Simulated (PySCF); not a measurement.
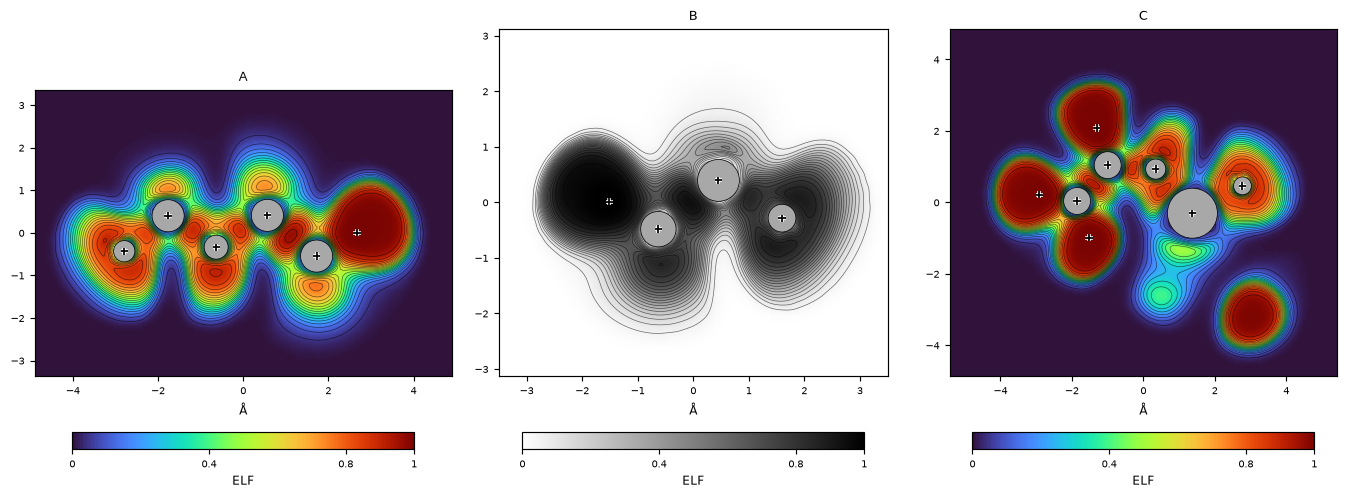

The electron localisation function of 3 systems, each on a plane through atoms (crosses mark nuclei in the plane; grey discs cover the cores).

Level of theory: PySCF 2.14.0, PBE0/pcSseg-1, SCF density, gas phase, non-relativistic.

System 1: CH2F3N (SMILES NC(F)(F)F), the plane of atoms N1, C2 and F4. Geometry: PBE0-D3(BJ)/def2-SVP.

```yaml
atoms:
  - { symbol: N, position_ang: [0.7728, -0.3367, -0.3414] }
  - { symbol: C, position_ang: [-0.4153, 0.2904, 0.0270] }
  - { symbol: F, position_ang: [-1.3507, 0.0869, -0.8985] }
  - { symbol: F, position_ang: [-0.2200, 1.5993, 0.1701] }
  - { symbol: F, position_ang: [-0.9412, -0.1409, 1.1964] }
  - { symbol: H, position_ang: [0.6423, -1.3331, -0.4874] }
  - { symbol: H, position_ang: [1.5120, -0.1660, 0.3337] }
```

System 2: C3H6F2O (SMILES CCOC(F)F), the plane of atoms C2, O3 and C4. Geometry: PBE0-D3(BJ)/def2-SVP.

| atom | x (Å) | y (Å) | z (Å) |
| --- | --- | --- | --- |
| C | -1.7747 | -0.2947 | 0.1402 |
| C | -0.3088 | -0.4553 | -0.1674 |
| O | 0.3953 | 0.6180 | 0.4315 |
| C | 1.7083 | 0.6743 | 0.1329 |
| F | 2.3776 | -0.3653 | 0.6849 |
| F | 2.1961 | 1.7975 | 0.6575 |
| H | -1.9428 | -0.3063 | 1.2268 |
| H | -2.1544 | 0.6583 | -0.2561 |
| H | -2.3496 | -1.1165 | -0.3103 |
| H | -0.1317 | -0.4510 | -1.2610 |
| H | 0.0752 | -1.4138 | 0.2230 |
| H | 1.9095 | 0.6548 | -0.9579 |

System 3: C3H7FOSSi, the plane of atoms C2, C1 and H9. Geometry: GFN2-xTB, NEB image 0 of 0 to 8.

```xyz
14

C     2.6194   -0.7495   -0.2153
C     2.4326    0.5287    0.0490
O     1.2794    1.0868    0.4688
Si   -0.1728    0.5146    0.8514
F    -0.9600    1.8731    1.1685
S    -1.1336   -0.4703   -0.7729
C    -2.8681   -0.3221   -0.2303
H     1.8207   -1.4639   -0.1198
H     3.5747   -1.1085   -0.5466
H     3.2151    1.2705   -0.0485
H    -0.2039   -0.2629    2.0727
H    -3.0233   -0.9189    0.6623
H    -3.4819   -0.6980   -1.0413
H    -3.0990    0.7199   -0.0370
```

**Which map belongs to which system?**

Panel A is system 2, C3H6F2O: the plane holds C, O, F and H. C–F (1.33 Å): the ELF peaks at about 0.85 between the atoms, as expected for a shared but strongly polarised pair. Panel B is system 1, CH2F3N: the plane holds N, C, F and H. C–F (1.33 Å): the ELF peaks at about 0.85 between the atoms: a shared but strongly polarised pair. Panel C is system 3, C3H7FOSSi: the plane holds C, O, Si, F and H. C–C (1.32 Å): the ELF peaks at about 0.95 between the atoms; a multiple bond.
